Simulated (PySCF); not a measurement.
# C$_{4}$H$_{5}$FO$_{3}$Si: what the fields show

Input file:

```
{"job": {"kind": "nmr", "xc": "PBE0", "basis": "pcSseg-1"}, "charge": 0, "multiplicity": 1}
O      0.438447    -1.784183     0.576681
C     -0.383505    -0.963653     0.254897
O     -1.702837    -1.143061     0.190903
C     -2.325229     0.065538    -0.229714
C     -1.212753     1.045680    -0.426081
C     -0.062915     0.426367    -0.136435
O      1.193377     0.811025    -0.140500
Si     2.476697    -0.146671     0.264761
F      3.593670     0.983607     0.021934
H     -3.036177     0.376520     0.543715
H     -2.884409    -0.134607    -1.150374
H     -1.378962     2.054943    -0.745206
H      2.750120    -1.161462    -0.727991
H      2.533798    -0.430516     1.681242
```

Run with:

```sh
OMP_NUM_THREADS=1 python probes_run.py task.json out
```

Geometry: GFN2-xTB.

Computed with PySCF, PBE0/pcSseg-1, SCF density, gas phase, non-relativistic.

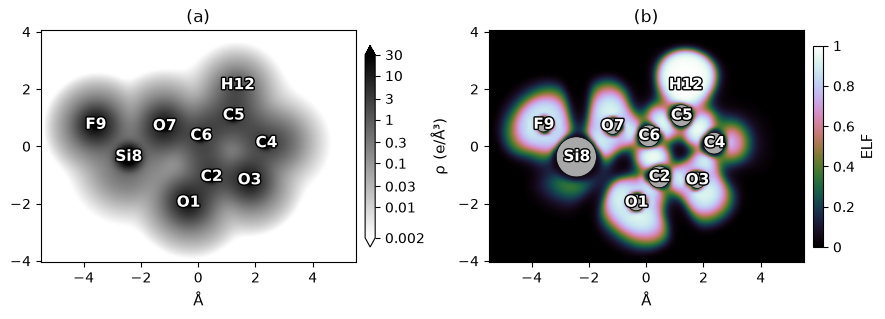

Figure 1. (a) electron density; (b) ELF on the plane of atoms C5, C6 and O7. Grey discs cover the atomic cores in the ELF map.

Question: Interpret the plot.

Answer: Atoms in the plane: O, C, Si, F and H.
C–O (1.21 Å): ρ is about 3.3 e/Å³ halfway; the ELF peaks at about 0.85 between the atoms: a short, multiple covalent bond.
C–C (1.34 Å): ρ is about 2.3 e/Å³ halfway; the ELF peaks at about 0.90 between the atoms: a short, multiple covalent bond.
Si–F (1.61 Å): ρ is about 1.1 e/Å³ halfway; the ELF peaks at about 0.85 in the valence shell of F, 0.6 Å from its nucleus, and is about 0.50 at the midpoint.
Si–O (1.65 Å): ρ at the midpoint is about 1.1 e/Å³; the ELF peaks at about 0.90 between the atoms (a shared but strongly polarised pair).
C–H (1.07 Å): the density is about 2.1 e/Å³ at the midpoint; the ELF climbs to about 1 towards the hydrogen, as it does in any bond to H (an ordinary covalent bond to hydrogen).
The ELF also peaks beside O1, O3, F9 and O7, away from the bonds: lone-pair regions.

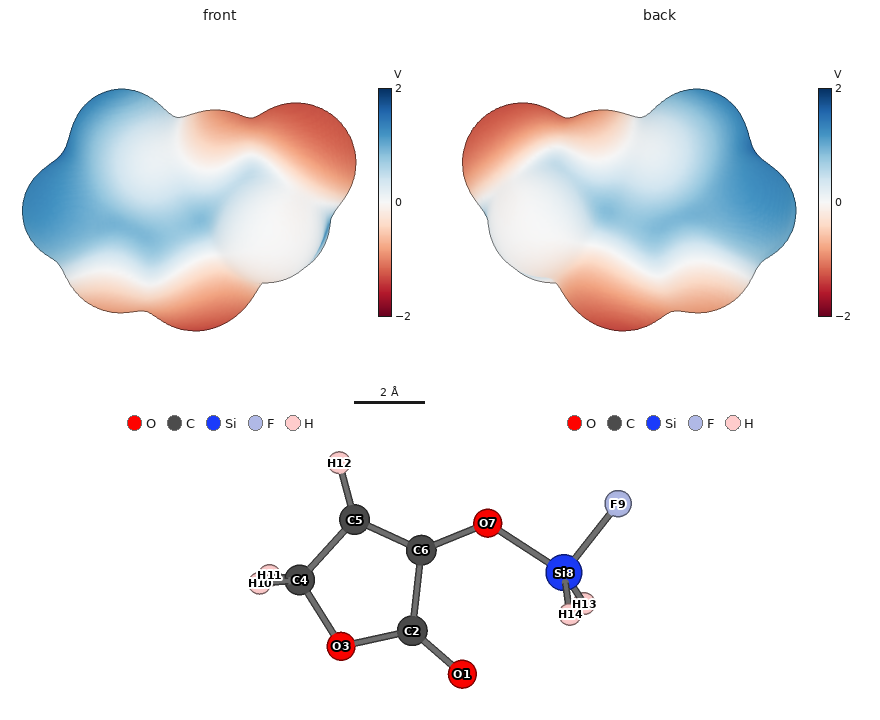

Figure 2. The molecular electrostatic potential painted on the density surface at 0.001 e/bohr³, seen from the front and from behind; red is negative and blue positive. The bare structure is drawn below in the same view.

Question: Describe the electrostatic potential map.

Answer: The most negative region (about −1.3 V) lies over O1 and F9, the most positive (about +1.5 V) over C4 and C5.

Question: How polar is the molecule by this calculation?

Answer: Its dipole moment is 4.27 D.
